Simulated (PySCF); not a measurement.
**MP2/STO-3G run of H3NO (hydroxylamine)**

Aim: the vertical singlet–triplet gap of H3NO (hydroxylamine) at MP2/STO-3G, from 2 runs. The job is set up through a Python script.

Program for the calculation: PySCF 2.14.0.

9 further runs of the same task are left out: 9 set aside as unsound or not needed.

## Step 1: The structure to begin with

H3NO has 5 atoms, charge 0, and is taken as a singlet. SMILES: `NO`. The coordinates come from a GFN2-xTB relaxation. This is one conformer, not always the lowest.

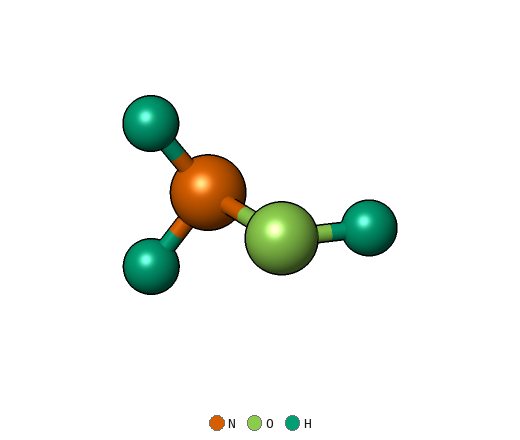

The structure, seen from a chosen angle (nitrogen orange, oxygen green, hydrogen teal).

## Step 2: A single-point energy at MP2/STO-3G

The input, input.py:

```python
from pyscf import gto, scf, mp

mol = gto.M(
    atom=[
    ('N', (-0.178910, -0.366440, -0.312920)),
    ('O', (0.371730, 0.674250, 0.501760)),
    ('H', (-0.161770, -1.206140, 0.265260)),
    ('H', (-1.156690, -0.114310, -0.454620)),
    ('H', (1.125640, 1.012630, 0.000530)),
],
    spin=0,
    max_memory=1860,
    verbose=4,
    basis='sto-3g',
    charge=0,
)

calc0 = scf.RHF(mol)
calc0.conv_tol = 1e-10
calc0.kernel()
if not calc0.converged:
    calc0 = calc0.newton().run(calc0.mo_coeff, calc0.mo_occ)

pt = mp.MP2(calc0, frozen=2).run()
e_tot = pt.e_tot
print('Final energy', e_tot)
```

Run with:

```sh
$ OMP_NUM_THREADS=1 python input.py
```

The program printed:

```text
PySCF version 2.14.0

[INPUT] num. atoms = 5
[INPUT] num. electrons = 18
[INPUT] charge = 0
[INPUT] spin (= nelec alpha-beta = 2S) = 0
[INPUT] symmetry False subgroup None
[INPUT] Mole.unit = angstrom
[INPUT] Symbol           X                Y                Z      unit          X                Y                Z       unit  Magmom
[INPUT]  1 N     -0.178910000000  -0.366440000000  -0.312920000000 AA   -0.338090900946  -0.692471241086  -0.591333098899 Bohr   0.0
[INPUT]  2 O      0.371730000000   0.674250000000   0.501760000000 AA    0.702467892285   1.274147839488   0.948188980262 Bohr   0.0
[INPUT]  3 H     -0.161770000000  -1.206140000000   0.265260000000 AA   -0.305700995171  -2.279274267883   0.501268751802 Bohr   0.0
[INPUT]  4 H     -1.156690000000  -0.114310000000  -0.454620000000 AA   -2.185827311023  -0.216014593299  -0.859107290750 Bohr   0.0
[INPUT]  5 H      1.125640000000   1.012630000000   0.000530000000 AA    2.127151314855   1.913593365518   0.001001554846 Bohr   0.0

nuclear repulsion = 39.3019440603771
number of shells = 9
number of NR pGTOs = 39
number of NR cGTOs = 13
basis = sto-3g
ecp = {}

******** <class 'pyscf.scf.hf.RHF'> ********
method = RHF
initial guess = minao
damping factor = 0
level_shift factor = 0
DIIS = <class 'pyscf.scf.diis.CDIIS'>
diis_start_cycle = 1
diis_space = 8
diis_damp = 0
SCF conv_tol = 1e-10
SCF conv_tol_grad = None
SCF max_cycles = 50
direct_scf = True
direct_scf_tol = 1e-13
Set gradient conv threshold to 1e-05
Initial guess from minao.
init E= -129.252637483142
  HOMO = -0.231426198847607  LUMO = 0.271991089459877  gap/eV = 13.69868
cycle= 1 E= -129.222584267115  delta_E= 0.0301  |g|=  0.3  |ddm|= 2.65
  HOMO = -0.275509539521808  LUMO = 0.591570146622821  gap/eV = 23.59444
cycle= 2 E= -129.258145354466  delta_E= -0.0356  |g|= 0.0627  |ddm|= 0.494
  HOMO = -0.321952428921198  LUMO = 0.545013670873564  gap/eV = 23.59135
cycle= 3 E= -129.259581537715  delta_E= -0.00144  |g|= 0.0169  |ddm|= 0.0864
  HOMO = -0.332856219017602  LUMO = 0.537758565455617  gap/eV = 23.69063
cycle= 4 E= -129.259775422286  delta_E= -0.000194  |g|= 0.00513  |ddm|= 0.0442
  HOMO = -0.33120777542534  LUMO = 0.539354832616646  gap/eV = 23.68922
cycle= 5 E= -129.25979563142  delta_E= -2.02e-05  |g|= 0.00104  |ddm|= 0.0169
  HOMO = -0.331325652847554  LUMO = 0.539326932063246  gap/eV = 23.69166
cycle= 6 E= -129.259796629933  delta_E= -9.99e-07  |g|= 0.000132  |ddm|= 0.00419
  HOMO = -0.331335385888405  LUMO = 0.539333127837795  gap/eV = 23.69210
cycle= 7 E= -129.259796645487  delta_E= -1.56e-08  |g|= 2.15e-05  |ddm|= 0.000457
  HOMO = -0.331333089158374  LUMO = 0.539326406804683  gap/eV = 23.69185
cycle= 8 E= -129.259796645863  delta_E= -3.76e-10  |g|= 3.01e-06  |ddm|= 7.91e-05
  HOMO = -0.331333417365943  LUMO = 0.539326792034853  gap/eV = 23.69187
cycle= 9 E= -129.25979664587  delta_E= -6.22e-12  |g|= 4.45e-07  |ddm|= 8.83e-06
  HOMO = -0.331333273280141  LUMO = 0.539326643073088  gap/eV = 23.69186
Extra cycle  E= -129.25979664587  delta_E= -1.71e-13  |g|= 1.75e-07  |ddm|= 8.22e-07
converged SCF energy = -129.25979664587

******** <class 'pyscf.mp.mp2.RMP2'> ********
nocc = 7, nmo = 11
frozen orbitals 2
E(RMP2) = -129.341446329879  E_corr = -0.0816496840092534
E(SCS-RMP2) = -129.351961047455  E_corr = -0.0921644015848982
E_corr(same-spin) = -0.00670986833792985
E_corr(oppo-spin) = -0.0749398156713236
Final energy -129.34144632987895
```

Wall time 0.81 s (1 thread of Arm Neoverse V1, shared host); peak memory 0.12 GiB.

## Step 3: The triplet at the same level

The input, job.py:

```python
from pyscf import gto, mp

molecule = gto.Mole()
molecule.atom = '''
N       -0.178910      -0.366440      -0.312920
O        0.371730       0.674250       0.501760
H       -0.161770      -1.206140       0.265260
H       -1.156690      -0.114310      -0.454620
H        1.125640       1.012630       0.000530
'''
molecule.verbose = 4
molecule.spin = 2
molecule.basis = 'sto-3g'
molecule.max_memory = 1860
molecule.build()

mf = molecule.UHF()
mf.conv_tol = 1e-10
mf.kernel()
if not mf.converged:
    mf = mf.newton().run(mf.mo_coeff, mf.mo_occ)

pt = mp.MP2(mf, frozen=2).run()
etot = pt.e_tot
print('Final energy', etot)
```

Run with:

```sh
$ OMP_NUM_THREADS=1 python job.py
```

The program printed:

```text
PySCF version 2.14.0

[INPUT] num. atoms = 5
[INPUT] num. electrons = 18
[INPUT] charge = 0
[INPUT] spin (= nelec alpha-beta = 2S) = 2
[INPUT] symmetry False subgroup None
[INPUT] Mole.unit = angstrom
[INPUT] Symbol           X                Y                Z      unit          X                Y                Z       unit  Magmom
[INPUT]  1 N     -0.178910000000  -0.366440000000  -0.312920000000 AA   -0.338090900946  -0.692471241086  -0.591333098899 Bohr   0.0
[INPUT]  2 O      0.371730000000   0.674250000000   0.501760000000 AA    0.702467892285   1.274147839488   0.948188980262 Bohr   0.0
[INPUT]  3 H     -0.161770000000  -1.206140000000   0.265260000000 AA   -0.305700995171  -2.279274267883   0.501268751802 Bohr   0.0
[INPUT]  4 H     -1.156690000000  -0.114310000000  -0.454620000000 AA   -2.185827311023  -0.216014593299  -0.859107290750 Bohr   0.0
[INPUT]  5 H      1.125640000000   1.012630000000   0.000530000000 AA    2.127151314855   1.913593365518   0.001001554846 Bohr   0.0

nuclear repulsion = 39.3019440603771
number of shells = 9
number of NR pGTOs = 39
number of NR cGTOs = 13
basis = sto-3g
ecp = {}

******** <class 'pyscf.scf.uhf.UHF'> ********
method = UHF
initial guess = minao
damping factor = 0
level_shift factor = 0
DIIS = <class 'pyscf.scf.diis.CDIIS'>
diis_start_cycle = 1
diis_space = 8
diis_damp = 0
SCF conv_tol = 1e-10
SCF conv_tol_grad = None
SCF max_cycles = 50
direct_scf = True
direct_scf_tol = 1e-13
number electrons alpha = 10  beta = 8
Set gradient conv threshold to 1e-05
init E= -129.252637483142
[... the frontier-level lines of each cycle are left out ...]


cycle= 1 E= -128.85153006891  delta_E= 0.401  |g|= 0.32  |ddm|= 2.34
cycle= 2 E= -128.940784311941  delta_E= -0.0893  |g|= 0.0726  |ddm|= 0.518
cycle= 3 E= -128.94790803863  delta_E= -0.00712  |g|= 0.0406  |ddm|= 0.118
cycle= 4 E= -128.951719719068  delta_E= -0.00381  |g|= 0.0225  |ddm|= 0.103
cycle= 5 E= -128.953473418695  delta_E= -0.00175  |g|= 0.009  |ddm|= 0.0967
cycle= 6 E= -128.953805379699  delta_E= -0.000332  |g|= 0.00463  |ddm|= 0.042
cycle= 7 E= -128.953926619584  delta_E= -0.000121  |g|= 0.00246  |ddm|= 0.0314
cycle= 8 E= -128.9539624933  delta_E= -3.59e-05  |g|= 0.000882  |ddm|= 0.0226
cycle= 9 E= -128.953965922085  delta_E= -3.43e-06  |g|= 0.000336  |ddm|= 0.00748
cycle= 10 E= -128.953966316669  delta_E= -3.95e-07  |g|= 0.000152  |ddm|= 0.0027
cycle= 11 E= -128.953966414715  delta_E= -9.8e-08  |g|= 4.84e-05  |ddm|= 0.00173
cycle= 12 E= -128.95396642272  delta_E= -8.01e-09  |g|= 1.65e-05  |ddm|= 0.000445
cycle= 13 E= -128.95396642381  delta_E= -1.09e-09  |g|= 1.08e-05  |ddm|= 7.88e-05
cycle= 14 E= -128.953966424586  delta_E= -7.76e-10  |g|= 7.23e-06  |ddm|= 8.03e-05
cycle= 15 E= -128.953966425111  delta_E= -5.25e-10  |g|= 4.46e-06  |ddm|= 8.11e-05
cycle= 16 E= -128.953966425323  delta_E= -2.12e-10  |g|= 2.37e-06  |ddm|= 6.03e-05
cycle= 17 E= -128.953966425378  delta_E= -5.5e-11  |g|= 8.36e-07  |ddm|= 3.96e-05
Extra cycle  E= -128.953966425379  delta_E= -1.51e-12  |g|= 6.43e-07  |ddm|= 2.21e-06
converged SCF energy = -128.953966425379  <S^2> = 2.0121039  2S+1 = 3.0080585

******** <class 'pyscf.mp.ump2.UMP2'> ********
nocc = (np.int64(8), np.int64(6)), nmo = (11, 11)
frozen orbitals 2
E(UMP2) = -129.014901190179  E_corr = -0.0609347647999799
E(SCS-UMP2) = -129.01886815192  E_corr = -0.0649017265411518
E_corr(same-spin) = -0.00948460525248926
E_corr(oppo-spin) = -0.0514501595474906
Final energy -129.01490119017907
```

Wall time 0.87 s (1 thread of Arm Neoverse V1, shared host); peak memory 0.12 GiB.

## Step 4: What came out

At MP2/STO-3G, 2 core orbitals frozen:

```
                                                           quantity          value
                                              singlet: total energy  -129.34145 Eh
                      singlet: dipole moment (Hartree–Fock density)         0.38 D
                       singlet: HOMO energy (Hartree–Fock orbitals)       -9.02 eV
                       singlet: LUMO energy (Hartree–Fock orbitals)       14.68 eV
                     singlet: HOMO–LUMO gap (Hartree–Fock orbitals)       23.69 eV
               singlet: correlation energy (2 core orbitals frozen)      -81.6 mEh
                                              triplet: total energy  -129.01490 Eh
                      triplet: dipole moment (Hartree–Fock density)         1.70 D
triplet: HOMO energy (Hartree–Fock orbitals) (highest over α and β)       -0.88 eV
 triplet: LUMO energy (Hartree–Fock orbitals) (lowest over α and β)        6.42 eV
               triplet: correlation energy (2 core orbitals frozen)      -60.9 mEh
                         triplet: ⟨S²⟩ of the reference determinant          2.012
                   vertical energy of the triplet above the singlet       8.886 eV
```

What this shows: At this shape the triplet lies 8.89 eV (205 kcal/mol) above the singlet. In a minimal basis such a difference can be off by several eV, whatever the method. Mulliken charges (singlet) of the mean-field density run from -0.30 on N1 to +0.20 on H5; they depend strongly on the basis.
